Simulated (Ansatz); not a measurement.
The starting structures come from a database of crystals and need not be the phases stable at ambient conditions.

 Where the default PAW files enter, the runs use the earlier of Ansatz's two default sets.

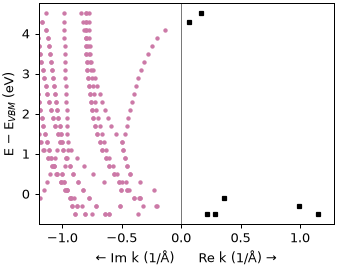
Figure. Complex bands at the centre of the two-dimensional zone; r2SCAN run with Ansatz (a first-principles code)

The gap is the functional's own, uncorrected, and κ follows it; spin-orbit coupling is left out. Mid-gap values are interpolated between the computed energies.

This is ZnF$_{2}$ (P4_2/mnm, rutile, not sure to be the ambient phase, 6 atoms a cell, 11.5 Å³ an atom) along the normal of (111). Read off the slowest decay at the centre of the two-dimensional zone at 2.10 eV, the computed energy nearest the middle of the gap.

κ ≈ 0.43 1/Å, a decay length 1/(2κ) of the density of 1.2 Å.
